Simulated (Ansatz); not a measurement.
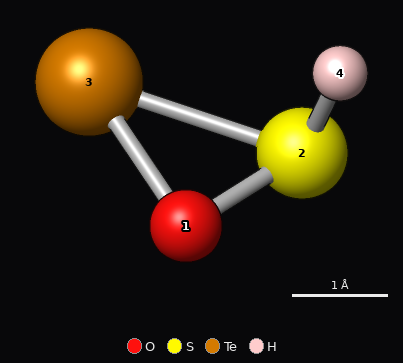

*The structure as given in the input (ball-and-stick view, seen at a tilt; atoms are numbered from 1 in the order of the input).*

Bond lengths as drawn: H–S 1.37 Å, O–S 1.61 Å, O–Te 2.06 Å and S–Te 2.37 Å.

## Single-point calculation of HTeSO (charge +1)

The run: single-point calculation of HTeSO, charge +1. Method and program: RHF-CCSD(T), frozen core/def2-TZVPP (Ansatz 0.2.0).

The geometry comes from this level: PBE0-D4/def2-TZVP.

Input
```yaml
crystal:
  periodic: [false, false, false]
  atoms:
    - {symbol: O, position_ang: [0.762604, -0.659867, 0.507870]}
    - {symbol: S, position_ang: [0.144797, -0.071698, -0.858867]}
    - {symbol: Te, position_ang: [-1.228906, -0.537278, 1.020973]}
    - {symbol: H, position_ang: [0.321504, 1.268844, -0.669975]}
basis:
  gaussian: {orbitals: def2-TZVPP}
total_charge: 1
correlation: {method: ccsd_t}
```

Run on 2 threads of Arm Neoverse V1, 23 GiB of memory available, shared host.

Launched with:
```bash
ansatz run in.yaml --threads 2 --pin off --events-out ev --progress --plain --max-ram 4352MiB
```

Log
```
Functional definition: HF
  name "HF"
  cite "Fock, Z. Phys. 61, 126 (1930) doi:10.1007/BF01340294"
  parent pbe
  exchange = exact_x
  correlation = 0
1000 factors; integrals over basis functions are off by at most 1.0e-3 eV
mean field evaluation 1: about -20120.6691 eV, gradient 5.8e1 eV
mean field evaluation 2: about -20121.0450 eV, gradient 5.8e1 eV
mean field evaluation 4: about -20127.1855 eV, gradient 4.1e0 eV
mean field evaluation 8: about -20127.2683 eV, gradient 3.8e-1 eV
mean field evaluation 16: about -20127.2693 eV, gradient 1.8e-6 eV
mean field evaluation 32: about -20112.7401 eV, gradient 1.2e1 eV
mean field evaluation 64: about -20107.8546 eV, gradient 1.7e1 eV
mean field evaluation 96: about -20123.0499 eV, gradient 2.8e-3 eV
mean field -20127.26934147 eV, -739.6635055460 hartree, gradient 1.8e-6 eV, S^2 0.000000; 0 other end points of the search recorded, 0 dependent functions left out; unrestricted orbitals would lower it
10 core orbitals not correlated: weight in the atoms' cores, before any rotation towards them, 1.000 or more for the frozen orbitals, at most 0.000 for the correlated occupied ones
reference -20127.26934147 eV, -739.6635055460 hartree; 14, 14 occupied and 113, 113 virtual orbitals, 1000 factors
second order -23.51088498 eV of doubles, -0.00000000 eV of singles
cycle   1  -22.28789061 eV  change     1.2e0 eV  update   1.4e-1
cycle   2  -22.95792468 eV  change   -6.7e-1 eV  update   5.3e-2
cycle   3  -23.14940860 eV  change   -1.9e-1 eV  update   2.8e-2
cycle   4  -23.12190529 eV  change    2.8e-2 eV  update   9.7e-3
cycle   5  -23.11636898 eV  change    5.5e-3 eV  update   5.2e-3
cycle   6  -23.12116821 eV  change   -4.8e-3 eV  update   1.9e-3
cycle   7  -23.12091983 eV  change    2.5e-4 eV  update   9.2e-4
cycle   8  -23.12016783 eV  change    7.5e-4 eV  update   3.4e-4
cycle   9  -23.12032048 eV  change   -1.5e-4 eV  update   2.0e-4
cycle  10  -23.12033550 eV  change   -1.5e-5 eV  update   1.2e-4
cycle  11  -23.12025817 eV  change    7.7e-5 eV  update   7.6e-5
cycle  12  -23.12033884 eV  change   -8.1e-5 eV  update   5.1e-5
cycle  13  -23.12033380 eV  change    5.0e-6 eV  update   2.9e-5
```

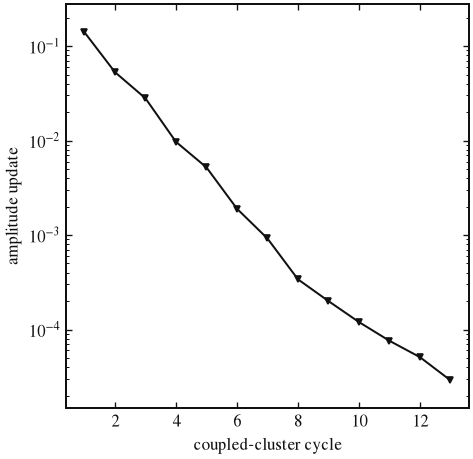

*Convergence of the coupled-cluster equations: amplitude update against the coupled-cluster cycle.*

The residual falls at every step.

```
perturbative correction -0.92664846 eV, -0.0340537028 hartree
Total energy: -20151.31632374 eV, -740.5472158446 hartree
```

Results in brief

```tsv
quantity	value
outcome	converged
total energy	−20151.3163 eV
mean-field energy	−20127.2693 eV
CCSD correlation	−23.1203 eV
(T) correction	−0.9266 eV
T1 diagnostic	0.018
SCF solution under orbital rotations	stable within restricted orbitals
wall time	28 s (CPU time 54 s)
peak memory	0.83 GiB
```
